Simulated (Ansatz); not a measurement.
# CH₃AlF₂OSi: nudged elastic band

- system: CH₃AlF₂OSi, SMILES F[C]1(F)[O][Al]1[SiH3]
- method: RKS PBE-D4/def2-SVP (Ansatz 0.2.0)

It belongs to a series of runs on one base structure; here: band between the two ends. Figures and captions count atoms from 1; the log counts them from 0 in places.

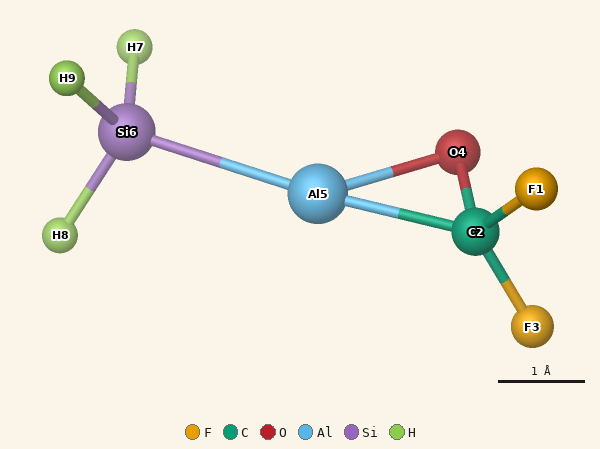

*The starting structure (ball-and-stick view, seen at a tilt; atoms are numbered from 1 in the order of the input). Sticks mark near contacts.*

Bond lengths as drawn: Al–C 1.94 Å, Al–O 1.80 Å, Al–Si 2.45 Å, C–F 1.36 Å, C–O 1.38 Å and H–Si 1.50 Å.

## Input file
```yaml
crystal:
  periodic: [false, false, false]
  atoms:
    - { symbol: F, position_ang: [2.846176, -1.519404, -0.296282] }
    - { symbol: C, position_ang: [1.635841, -1.268218, -0.86534] }
    - { symbol: F, position_ang: [1.524085, -2.107023, -1.931055] }
    - { symbol: O, position_ang: [1.465139, 0.059664, -1.204533] }
    - { symbol: Al, position_ang: [0.167104, -0.324587, -0.016875] }
    - { symbol: Si, position_ang: [-1.610965, 1.074068, 0.92254] }
    - { symbol: H, position_ang: [-1.563039, 2.461679, 0.34367] }
    - { symbol: H, position_ang: [-2.940003, 0.439049, 0.614981] }
    - { symbol: H, position_ang: [-1.435739, 1.138571, 2.415794] }
basis:
  gaussian: { orbitals: def2-SVP }
hamiltonian:
  xc: pbe
  dispersion: d4
neb:
  order_check: false
  images: 7
  f_tol: 0.03
  max_iterations: 60
  initial_path: idpp
  final_atoms:
    - { symbol: F, position_ang: [2.81396454, -0.62990256, -1.47640297] }
    - { symbol: C, position_ang: [1.73653835, -1.15286972, -0.83022966] }
    - { symbol: F, position_ang: [2.02387312, -2.46070043, -0.58781965] }
    - { symbol: O, position_ang: [0.55547585, -0.98044372, -1.52519088] }
    - { symbol: Al, position_ang: [0.34163123, -0.1259815, 0.04557985] }
    - { symbol: Si, position_ang: [-1.56098329, 1.130387, 0.94095893] }
    - { symbol: H, position_ang: [-1.12372045, 2.5459765, 1.20434754] }
    - { symbol: H, position_ang: [-2.71096536, 1.12489904, -0.02867141] }
    - { symbol: H, position_ang: [-1.987215, 0.50243439, 2.24032823] }
```

Run on 2 threads of Intel Xeon (Sapphire Rapids), 16 GiB of memory available, shared host.

Run as:
```bash
ansatz run input.yaml --threads 2 --pin off --max-ram 3072MiB --backend cpu --events-out ev --progress --plain --runs-dir out
```

## Log
```
Engine: ansatz 0.2.0, x86_64-unknown-linux-gnu
Functional definition: PBE
  parameter kappa = 0.804
  parameter beta = 0.06672455060314922
  exchange = pbe_x(kappa = kappa, mu = beta*pi^2/3)
  correlation = pbe_c(beta = beta)
1160 factors; their error is unknown
mean field evaluation 1: about -23005.7284 eV, gradient 6.0e1 eV
mean field evaluation 2: about -22874.3486 eV, gradient 2.0e2 eV
mean field evaluation 4: about -23011.9272 eV, gradient 2.7e1 eV
mean field evaluation 8: about -23013.3423 eV, gradient 5.8e-1 eV
mean field evaluation 16: about -23013.2589 eV, gradient 1.0e-4 eV
mean field -23013.25894955 eV, -845.7216674488 hartree, gradient 5.0e-5 eV, S^2 0.000000; 0 other end points of the search recorded, 0 dependent functions left out
the calculation of the forces begins
reference -23013.25898801 eV, -845.7216688621 hartree; 31, 31 occupied and 76, 76 virtual orbitals, 1160 factors
1160 factors; their error is unknown
mean field evaluation 32: about -23013.2589 eV, gradient 2.6e-3 eV
mean field -23013.25894851 eV, -845.7216674106 hartree, gradient 4.4e-5 eV, S^2 0.000000; 0 other end points of the search recorded, 0 dependent functions left out
[... from here on the field's lines of each further geometry are left out, up to the last ...]
NEB iter   1: max|band force component| = 1.760e0 eV/Å  barrier→ = 0.1836 eV  barrier← = 0.1836 eV  Δτ_max = 0.0922 Å  (259 SCF iters)
NEB iter   2: max|band force component| = 3.517e-1 eV/Å  barrier→ = 0.0184 eV  barrier← = 0.0184 eV  CI = image 4  Δτ_max = 0.0433 Å  (235 SCF iters)
NEB iter   3: max|band force component| = 2.039e-1 eV/Å  barrier→ = 0.0027 eV  barrier← = 0.0027 eV  CI = image 4  Δτ_max = 0.0092 Å  (219 SCF iters)
NEB iter   4: max|band force component| = 8.997e-2 eV/Å  barrier→ = 0.0005 eV  barrier← = 0.0005 eV  CI = image 5  Δτ_max = 0.0075 Å  (224 SCF iters)
NEB iter   5: max|band force component| = 5.246e-2 eV/Å  barrier→ = 0.0000 eV  barrier← = 0.0000 eV  CI = image 3  Δτ_max = 0.0179 Å  (212 SCF iters)
the calculation of the forces begins
reference -23013.25912748 eV, -845.7216739875 hartree; 31, 31 occupied and 76, 76 virtual orbitals, 1160 factors
1160 factors; their error is unknown
mean field evaluation 544: about -23013.2591 eV, gradient 9.7e-3 eV
mean field -23013.25906680 eV, -845.7216717576 hartree, gradient 2.2e-5 eV, S^2 0.000000; 1 other end points of the search recorded, 0 dependent functions left out
the calculation of the forces begins
reference -23013.25910500 eV, -845.7216731615 hartree; 31, 31 occupied and 76, 76 virtual orbitals, 1160 factors
NEB iter   6: max|band force component| = 2.046e-2 eV/Å  barrier→ = -0.0001 eV  barrier← = -0.0001 eV  CI = image 1  Δτ_max = 0.0000 Å  (429 SCF iters)
```

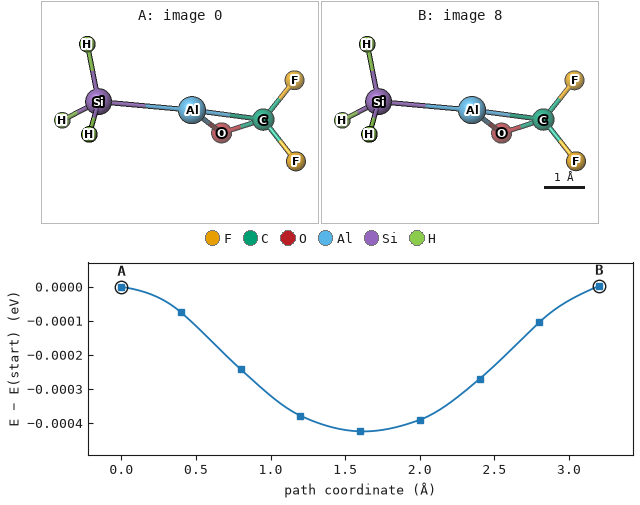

*Images of the last band (counted from 0; ball-and-stick, seen at a tilt) above the energy along the path; the line is a cubic interpolation that uses the forces.*

No image lies above both ends; the end is 0.000 eV above the start. The path is 3.20 Å long. The band converged in 6 iterations.

```
Total energy: -23013.43592064 eV, -845.7281710164 hartree
Atom 0 at     2.895736    -1.407856    -0.381912 Å, force     0.002691    -0.000650    -0.000730 eV/Å
Atom 1 at     1.627705    -1.282860    -0.859857 Å, force    -0.000260    -0.007654     0.007578 eV/Å
Atom 2 at     1.470614    -2.248860    -1.805059 Å, force    -0.000705    -0.001513    -0.002717 eV/Å
Atom 3 at     1.353293    -0.015120    -1.333784 Å, force    -0.004358     0.012071    -0.003437 eV/Å
Atom 4 at     0.189919    -0.310493     0.009164 Å, force     0.003270    -0.002917    -0.000652 eV/Å
Atom 5 at    -1.583376     1.099265     0.940610 Å, force    -0.001727    -0.000362     0.003591 eV/Å
Atom 6 at    -1.444751     2.520330     0.466827 Å, force     0.001195    -0.000896    -0.001233 eV/Å
Atom 7 at    -2.913390     0.545330     0.504407 Å, force     0.001202     0.000438    -0.001059 eV/Å
Atom 8 at    -1.507152     1.054064     2.442505 Å, force    -0.001308     0.001483    -0.001343 eV/Å
Dipole moment:    -0.646627     0.274240     0.488099 e Å
this run last wrote the band of iteration 6 to [file]
```

## The last band as extended XYZ (Å, eV, eV/Å)
```
9
Properties=species:S:1:pos:R:3:forces:R:3 image=0 energy=-23013.43581
F     2.8462   -1.5194   -0.2963   -0.0019  -0.0020  -0.0036
C     1.6358   -1.2682   -0.8653    0.0012  -0.0032   0.0004
F     1.5241   -2.1070   -1.9311    0.0034   0.0004   0.0026
O     1.4651    0.0597   -1.2045    0.0027   0.0036  -0.0037
Al    0.1671   -0.3246   -0.0169   -0.0038   0.0014   0.0032
Si   -1.6110    1.0741    0.9225    0.0046  -0.0034  -0.0016
H    -1.5630    2.4617    0.3437   -0.0011   0.0005   0.0006
H    -2.9400    0.4390    0.6150   -0.0025   0.0015   0.0016
H    -1.4357    1.1386    2.4158   -0.0026   0.0012   0.0004
9
Properties=species:S:1:pos:R:3:forces:R:3 image=1 energy=-23013.43588
F     2.8957   -1.4079   -0.3819    0.0027  -0.0006  -0.0007
C     1.6277   -1.2829   -0.8599   -0.0003  -0.0077   0.0076
F     1.4706   -2.2489   -1.8051   -0.0007  -0.0015  -0.0027
O     1.3533   -0.0151   -1.3338   -0.0044   0.0121  -0.0034
Al    0.1899   -0.3105    0.0092    0.0033  -0.0029  -0.0007
Si   -1.5834    1.0993    0.9406   -0.0017  -0.0004   0.0036
H    -1.4448    2.5203    0.4668    0.0012  -0.0009  -0.0012
H    -2.9134    0.5453    0.5044    0.0012   0.0004  -0.0011
H    -1.5072    1.0541    2.4425   -0.0013   0.0015  -0.0013
9
Properties=species:S:1:pos:R:3:forces:R:3 image=2 energy=-23013.43605
F     2.9329   -1.2956   -0.4876    0.0018  -0.0011  -0.0032
C     1.6223   -1.2925   -0.8545    0.0056  -0.0130   0.0090
F     1.4418   -2.3711   -1.6641    0.0003  -0.0003  -0.0028
O     1.2302   -0.1058   -1.4417   -0.0078   0.0145  -0.0042
Al    0.2111   -0.2976    0.0313    0.0012  -0.0009   0.0012
Si   -1.5589    1.1206    0.9558   -0.0020  -0.0014   0.0064
H    -1.3290    2.5624    0.5924    0.0016  -0.0014  -0.0026
H    -2.8798    0.6607    0.3988    0.0017   0.0005  -0.0023
H    -1.5820    0.9726    2.4524   -0.0025   0.0031  -0.0015
9
Properties=species:S:1:pos:R:3:forces:R:3 image=3 energy=-23013.43618
F     2.9557   -1.1850   -0.6122    0.0015  -0.0014  -0.0035
C     1.6204   -1.2968   -0.8509    0.0113  -0.0173   0.0090
F     1.4403   -2.4711   -1.5144    0.0011  -0.0001  -0.0027
O     1.1011   -0.2105   -1.5264   -0.0120   0.0169  -0.0045
Al    0.2304   -0.2860    0.0492   -0.0010   0.0014   0.0018
Si   -1.5386    1.1375    0.9680   -0.0021  -0.0014   0.0079
H    -1.2186    2.5870    0.7211    0.0018  -0.0016  -0.0033
H    -2.8417    0.7849    0.3015    0.0023  -0.0001  -0.0029
H    -1.6603    0.8938    2.4469   -0.0028   0.0035  -0.0017
9
Properties=species:S:1:pos:R:3:forces:R:3 image=4 energy=-23013.43623
F     2.9602   -1.0828   -0.7526    0.0045  -0.0006  -0.0029
C     1.6199   -1.2977   -0.8502    0.0122  -0.0180   0.0134
F     1.4622   -2.5494   -1.3604    0.0017  -0.0031  -0.0039
O     0.9712   -0.3288   -1.5889   -0.0167   0.0204  -0.0080
Al    0.2473   -0.2726    0.0603   -0.0004  -0.0001   0.0016
Si   -1.5210    1.1528    0.9774   -0.0025  -0.0007   0.0082
H    -1.1156    2.5972    0.8553    0.0013  -0.0013  -0.0034
H    -2.7977    0.9183    0.2152    0.0026  -0.0002  -0.0029
H    -1.7380    0.8168    2.4268   -0.0027   0.0035  -0.0021
9
Properties=species:S:1:pos:R:3:forces:R:3 image=5 energy=-23013.43620
F     2.9454   -0.9964   -0.9044    0.0014  -0.0002  -0.0028
C     1.6193   -1.2974   -0.8518    0.0135  -0.0156   0.0095
F     1.5028   -2.6071   -1.2031    0.0025  -0.0003  -0.0029
O     0.8451   -0.4600   -1.6298   -0.0149   0.0147  -0.0056
Al    0.2627   -0.2549    0.0629   -0.0015   0.0002   0.0019
Si   -1.5043    1.1702    0.9829   -0.0020  -0.0008   0.0078
H    -1.0236    2.5969    0.9942    0.0011  -0.0009  -0.0033
H    -2.7466    1.0603    0.1408    0.0025  -0.0004  -0.0029
H    -1.8122    0.7424    2.3912   -0.0026   0.0033  -0.0018
9
Properties=species:S:1:pos:R:3:forces:R:3 image=6 energy=-23013.43608
F     2.9103   -0.9310   -1.0694    0.0014   0.0007  -0.0024
C     1.6169   -1.2970   -0.8577    0.0091  -0.0100   0.0104
F     1.5566   -2.6432   -1.0487    0.0022  -0.0006  -0.0029
O     0.7232   -0.6005   -1.6468   -0.0125   0.0104  -0.0060
Al    0.2788   -0.2324    0.0597    0.0005  -0.0016   0.0008
Si   -1.4856    1.1910    0.9871   -0.0011  -0.0005   0.0069
H    -0.9440    2.5878    1.1375    0.0005  -0.0007  -0.0028
H    -2.6854    1.2069    0.0794    0.0023  -0.0007  -0.0024
H    -1.8822    0.6721    2.3419   -0.0025   0.0031  -0.0015
9
Properties=species:S:1:pos:R:3:forces:R:3 image=7 energy=-23013.43591
F     2.8528   -0.8918   -1.2456    0.0026   0.0015  -0.0015
C     1.6105   -1.2987   -0.8683    0.0042  -0.0035   0.0097
F     1.6185   -2.6591   -0.9039    0.0010  -0.0024  -0.0014
O     0.6054   -0.7456   -1.6370   -0.0105   0.0068  -0.0059
Al    0.2973   -0.2064    0.0538    0.0033  -0.0031  -0.0008
Si   -1.4619    1.2165    0.9919   -0.0011   0.0003   0.0040
H    -0.8750    2.5718    1.2832    0.0001  -0.0007  -0.0016
H    -2.6094    1.3562    0.0291    0.0014  -0.0008  -0.0012
H    -1.9496    0.6108    2.2798   -0.0010   0.0018  -0.0013
9
Properties=species:S:1:pos:R:3:forces:R:3 image=8 energy=-23013.43580
F     2.6727   -0.9395   -1.5716   -0.0018  -0.0043   0.0016
C     1.5647   -1.3389   -0.8898    0.0035   0.0002   0.0001
F     1.7082   -2.6723   -0.6588    0.0025   0.0017  -0.0025
O     0.3885   -1.0288   -1.5440   -0.0010  -0.0019  -0.0040
Al    0.3270   -0.1634    0.0341   -0.0029   0.0031   0.0032
Si   -1.3878    1.2981    0.9951    0.0038  -0.0032  -0.0011
H    -0.7825    2.6529    1.2452   -0.0015   0.0017   0.0019
H    -2.5628    1.4293    0.0651   -0.0013   0.0004  -0.0004
H    -1.8393    0.7165    2.3075   -0.0013   0.0022   0.0012
```

## Summary

```csv
quantity,value
outcome,converged
"barrier, forward",0.000 eV
"barrier, backward",0.000 eV
wall time,1.7 min (CPU time 3.3 min)
peak memory,0.18 GiB
```

## Remarks

The order of the saddle point was not checked.
